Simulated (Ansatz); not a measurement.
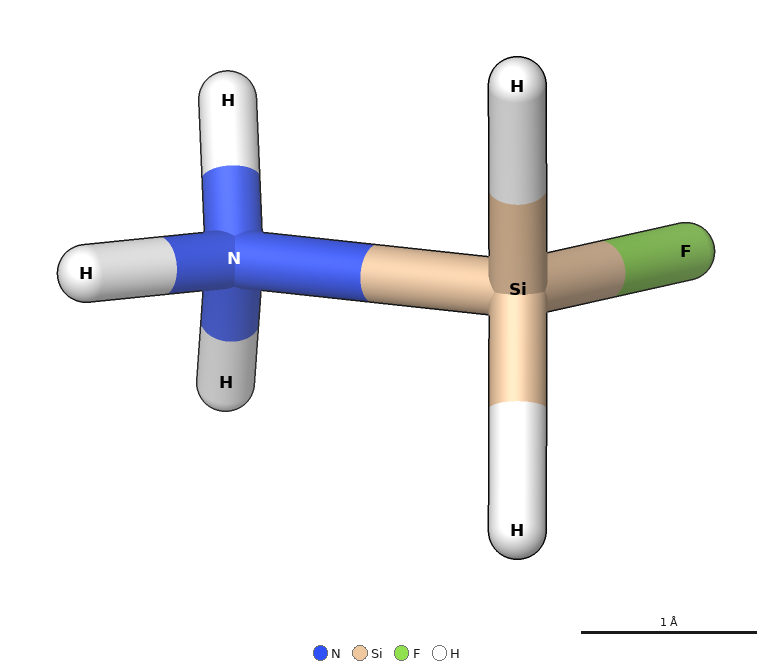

The structure as it stands in the input.

Ansatz 0.2.0 input:

```yaml
crystal:
  periodic: [false, false, false]
  atoms:
    - {symbol: N, position_ang: [-0.535820, 0.589390, -0.466360]}
    - {symbol: Si, position_ang: [0.506880, -0.604250, 0.621480]}
    - {symbol: F, position_ang: [1.429750, -1.105450, -0.564460]}
    - {symbol: H, position_ang: [-1.007460, 0.078820, -1.220220]}
    - {symbol: H, position_ang: [0.064380, 1.284690, -0.922250]}
    - {symbol: H, position_ang: [-1.254260, 1.099540, 0.052300]}
    - {symbol: H, position_ang: [1.234300, 0.284380, 1.496420]}
    - {symbol: H, position_ang: [-0.437760, -1.627130, 1.003090]}
basis:
  gaussian: {orbitals: def2-SVPD}
total_charge: 1
hamiltonian: {xc: pbe0, dispersion: d4}
md: {n_steps: 60, timestep: 0.5, temperature: 1000, ensemble: nve, seed: 229, initial_velocities: maxwell_boltzmann}
```

It was started with:

```sh
ansatz run in.yaml --threads 2 --pin off --events-out ev --progress --plain --max-ram 3481MiB
```

Result (its end):

```
mean field -12147.20343311 eV, -446.4014924965 hartree, gradient 1.3e-5 eV, S^2 0.000000; 0 other end points of the search recorded, 0 dependent functions left out
the calculation of the forces begins
reference -12147.20346645 eV, -446.4014937218 hartree; 17, 17 occupied and 90, 90 virtual orbitals, 925 factors
925 factors; their error is unknown
mean field -12147.20343311 eV, -446.4014924965 hartree, gradient 1.5e-5 eV, S^2 0.000000; 1 other end points of the search recorded, 0 dependent functions left out
the calculation of the forces begins
reference -12147.20346645 eV, -446.4014937218 hartree; 17, 17 occupied and 90, 90 virtual orbitals, 925 factors
md step    60: t =    30.00 fs  T =   221.5 K  F+E_penalty+E_count = -12147.27727173 eV  E_kin = 0.171784 eV  conserved = -12147.10548739 eV  (24 SCF iters, 3 dispersion substeps)
Total energy: -12147.27730507 eV, -446.4042072410 hartree
Atom 0 at    -0.565428     0.608771    -0.487583 Å, force     0.940793    -1.649762     2.630521 eV/Å
Atom 1 at     0.521752    -0.607776     0.578831 Å, force    -1.729230     2.109161     1.555693 eV/Å
Atom 2 at     1.431806    -1.112537    -0.518026 Å, force     2.853571    -1.727730    -2.942793 eV/Å
Atom 3 at    -1.171818     0.102323    -1.124359 Å, force    -0.181699     0.361107    -0.450073 eV/Å
Atom 4 at     0.062617     1.312154    -0.835953 Å, force    -0.111353     0.715549    -0.772907 eV/Å
Atom 5 at    -1.030663     0.898324     0.375071 Å, force    -0.957449     0.995036    -0.664680 eV/Å
Atom 6 at     1.154936     0.274417     1.553674 Å, force     0.159890     0.254869     0.152871 eV/Å
Atom 7 at    -0.457548    -1.504407     1.048936 Å, force    -0.974523    -1.058230     0.491367 eV/Å
Dipole moment:    -0.732889     0.614331     0.103068 e Å
```

The run converged.
